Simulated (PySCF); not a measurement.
**C4H7ClSi (SMILES ClCC1C=C[SiH2]1): levels of theory compared**

Aim: a comparison of 3 runs (SVWN-RPA/6-31G*, SVWN-RPA/BFD-VDZ, MP2/ma-def2-SVP) of C4H7ClSi. The job is set up through a Python script.

The calculation is run with PySCF 2.14.0.

3 further runs of the same task are left out: 1 that didn't finish, 2 set aside as unsound or not needed.

## 1. Starting point

C4H7ClSi has 13 atoms, charge 0, and is taken as a singlet. As SMILES, `ClCC1C=C[SiH2]1`. The shape is that of a GFN2-xTB optimisation. This is one conformer, not always the lowest.

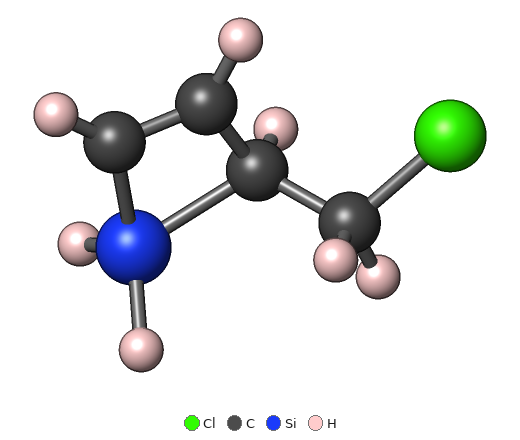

Viewed from a chosen angle; chlorine green, carbon dark grey, silicon blue, hydrogen pink.

## 2. The energy at SVWN-RPA/6-31G(d) (spherical functions, ddPCM water) (run 1)

Input file input.py:

```python
# ClCC1C=C[SiH2]1
from pyscf import gto, dft, solvent

mol = gto.Mole()
mol.atom = [
    ('Cl', (0.530590, -2.957030, -0.095900)),
    ('C', (1.042430, -1.250330, 0.154640)),
    ('C', (-0.130420, -0.367470, 0.489580)),
    ('C', (-1.098250, -0.154670, -0.648150)),
    ('C', (-1.089850, 1.159790, -0.885600)),
    ('Si', (0.167310, 1.554130, 0.463280)),
    ('H', (1.775480, -1.272090, 0.961080)),
    ('H', (1.521940, -0.941540, -0.774050)),
    ('H', (-0.628750, -0.757960, 1.379830)),
    ('H', (-1.652970, -0.939360, -1.139280)),
    ('H', (-1.665490, 1.692830, -1.624850)),
    ('H', (1.509860, 1.968540, 0.062120)),
    ('H', (-0.281890, 2.265170, 1.657280)),
]
mol.verbose = 4
mol.max_memory = 1860
mol.basis = '6-31g*'
mol.build()

mf = dft.RKS(mol)
mf.xc = 'lda,vwn_rpa'
mf = solvent.ddPCM(mf)
mf.with_solvent.eps = 78.3553  # water
mf.kernel()

energy = mf.e_tot
print('E(%s) = %.9f' % ('SVWN-RPA', energy))
```

Launch:

```sh
OMP_NUM_THREADS=1 python input.py
```

The log of the run:

```text
PySCF version 2.14.0

[... 82 lines left out ...]
Solvent Energy = -0.000197279294651001
[... 11 lines left out ...]
Solvent Energy = -0.00346867808369142
[... 11 lines left out ...]
Solvent Energy = -0.00355553398052852
[... 11 lines left out ...]
Solvent Energy = -0.00357410383969975
[... 11 lines left out ...]
Solvent Energy = -0.00357386145639914
[... 9 lines left out ...]
converged SCF energy = -903.348233124252
E(SVWN-RPA) = -903.348233124
```

Run time: 45 s. Hardware: 1 thread of Intel Xeon at 2.50GHz (Skylake/Cascade Lake), shared host; peak memory 0.48 GiB.

## 3. A single-point energy at SVWN-RPA/BFD-VDZ (core potential) (run 2)

Input file job.py:

```python
# ClCC1C=C[SiH2]1
from pyscf import gto, dft

system = gto.Mole()
system.atom = [
    ('Cl', (0.530590, -2.957030, -0.095900)),
    ('C', (1.042430, -1.250330, 0.154640)),
    ('C', (-0.130420, -0.367470, 0.489580)),
    ('C', (-1.098250, -0.154670, -0.648150)),
    ('C', (-1.089850, 1.159790, -0.885600)),
    ('Si', (0.167310, 1.554130, 0.463280)),
    ('H', (1.775480, -1.272090, 0.961080)),
    ('H', (1.521940, -0.941540, -0.774050)),
    ('H', (-0.628750, -0.757960, 1.379830)),
    ('H', (-1.652970, -0.939360, -1.139280)),
    ('H', (-1.665490, 1.692830, -1.624850)),
    ('H', (1.509860, 1.968540, 0.062120)),
    ('H', (-0.281890, 2.265170, 1.657280)),
]
system.basis = 'bfd-vdz'
system.verbose = 4
system.max_memory = 1860
system.ecp = 'bfd'
system.spin = 0
system.build()

calc0 = dft.RKS(system, xc='lda,vwn_rpa')
calc0.kernel()

e_tot = calc0.e_tot
print('Final energy', e_tot)
```

Launch:

```sh
OMP_NUM_THREADS=1 python job.py
```

The log of the run:

```text
PySCF version 2.14.0

[... 85 lines left out ...]
converged SCF energy = -46.1690203629555
Final energy -46.16902036295545
```

It took 2.2 min on 1 thread of Intel Xeon at 2.50GHz (Skylake/Cascade Lake), shared host; peak memory 0.41 GiB.

## 4. The energy at MP2/ma-def2-SVP (COSMO aniline) (run 3)

Input file input.py:

```python
from pyscf import gto, mp, solvent

mol = gto.Mole()
mol.atom = '''
Cl
C 1 1.799326
C 2 1.505724 1 111.44146
C 3 1.508777 2 114.49501 1 -68.87616
C 4 1.335761 3 105.59319 2 -118.71314
Si 5 1.885585 4 94.75101 3 0.05885
H 2 1.090037 3 111.77502 4 172.73386
H 2 1.089838 7 109.88916 3 124.31888
H 3 1.09241 2 109.08778 8 175.50901
H 4 1.079195 5 129.63137 6 -179.51657
H 5 1.077953 4 127.24018 10 1.02993
H 6 1.4612 5 118.39181 11 -71.03667
H 6 1.460477 12 111.652 5 -143.47257
'''
mol.charge = 0
mol.spin = 0
mol.basis = 'ma-def2-svp'
mol.max_memory = 1860
mol.verbose = 4
mol.symmetry = True
mol.build()

mf = mol.RHF()
mf = mf.PCM()
mf.with_solvent.method = 'COSMO'
mf.with_solvent.eps = 6.8882
mf.kernel()

pt = mp.MP2(mf).run()
etot = pt.e_tot
print(f'total energy: {etot:.8f} hartree')
mf.analyze()
```

Launch:

```sh
OMP_NUM_THREADS=1 python input.py
```

The log of the run:

```text
PySCF version 2.14.0

[... 120 lines left out ...]
DFT Exchange-Correlation Energy =      -71.157723939579796
[... 27 lines left out ...]
MO #26  energy= -0.494074954804946 occ= 2
[... 25 lines left out ...]
MO #52  energy= 0.248704514073526  occ= 0
[... 25 lines left out ...]
MO #78  energy= 0.787140357815827  occ= 0
[... 25 lines left out ...]
MO #104 energy= 1.27314417644306   occ= 0
[... 25 lines left out ...]
MO #130 energy= 3.17557120941102   occ= 0
[... 146 lines left out ...]
Dipole moment(X, Y, Z, Debye):  3.10566, -0.08198,  0.29498
```

It took 2.3 min on 1 thread of Intel Xeon at 2.50GHz (Skylake/Cascade Lake), shared host; peak memory 0.76 GiB.

## 5. All runs side by side

```tsv
run	level	dielectric constant	core potential	energy (Eh)	dipole moment (D) of the reference	HOMO energy (eV)	LUMO energy (eV)	wall time
1	SVWN-RPA/6-31G* (spherical functions, ddPCM water)	78.3553	–	-903.348233	2.59	-6.99	-1.58	45 s
2	SVWN-RPA/BFD-VDZ (core potential)	–	bfd	-46.169020	1.93	-7.12	-1.85	2.2 min
3	MP2/ma-def2-SVP (COSMO aniline)	6.8882	–	-904.331123	3.12	-10.20	1.37	2.3 min
```

## 6. Summary of results

```
                                    quantity          value
                         run 3: total energy  -904.33112 Eh
 run 3: dipole moment (Hartree–Fock density)         3.12 D
  run 3: HOMO energy (Hartree–Fock orbitals)      -10.20 eV
  run 3: LUMO energy (Hartree–Fock orbitals)        1.37 eV
run 3: HOMO–LUMO gap (Hartree–Fock orbitals)       11.57 eV
                   run 3: correlation energy     -755.0 mEh
           run 3: solvent term in the energy   -14.2 kJ/mol
```

Some runs of one species differ in core potentials or relativity; totals across that change don't compare. All runs together took 5.2 min, the longest 2.3 min.
